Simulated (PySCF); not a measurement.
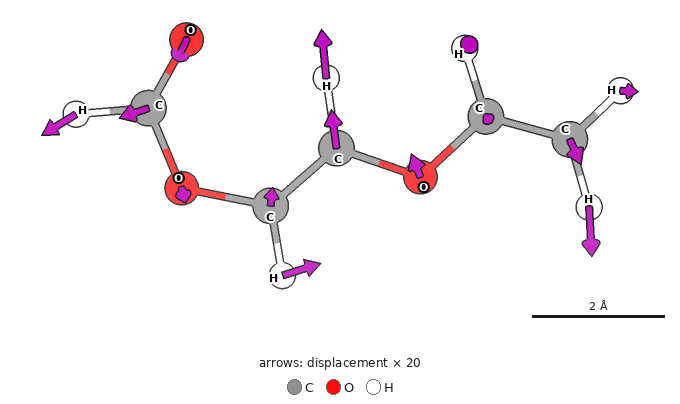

A relaxation of C₅H₆O₃. The starting structure is drawn; purple arrows show the displacements, 20 times their true length. The two geometries are superimposed by the best rigid fit.

Style: ball-and-stick. Shown face on.

The start comes from GFN2-xTB.

These are results of PBE0-D3(BJ)/def2-SVP geometry optimisation, gas phase in PySCF, not measurements. 

Question: What did the optimiser do to the structure, and how much energy did it gain?

Answer: The energy falls by 0.79 kcal/mol in 7 geometry steps. The largest force component goes from 0.61 to 0.013 eV/Å. An H atom moves most after the best rigid fit: 0.044 Å. Largest moves by element: H 0.044 Å, O 0.041 Å, C 0.032 Å. Some distances before and after: C–H 1.075 → 1.092 Å, C–O 1.321 → 1.334 Å, C–C 1.323 → 1.331 Å, C–O 1.361 → 1.354 Å. The run took of the order of 100 core-seconds on a shared host.
